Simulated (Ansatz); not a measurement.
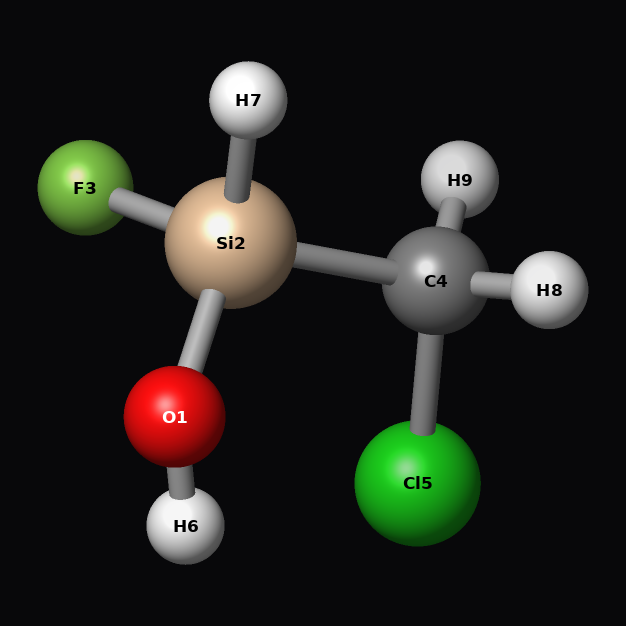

Numbered structure. Computed geometry: PBE0-D4/def2-TZVP optimisation. No frequency run is at hand to confirm it as a minimum.

Estimate the angles Si2–O1–H6, O1–Si2–F3, O1–Si2–C4, O1–Si2–H7, F3–Si2–C4, F3–Si2–H7, C4–Si2–H7, Si2–C4–Cl5, Si2–C4–H8, Si2–C4–H9, Cl5–C4–H8, Cl5–C4–H9.

```csv
angle,degrees
Si2–O1–H6,116.8
O1–Si2–F3,111.4
O1–Si2–C4,110.8
O1–Si2–H7,107.5
F3–Si2–C4,106.7
F3–Si2–H7,107.9
C4–Si2–H7,112.5
Si2–C4–Cl5,108.8
Si2–C4–H8,111.9
Si2–C4–H9,112.5
Cl5–C4–H8,107.4
Cl5–C4–H9,107.5
```
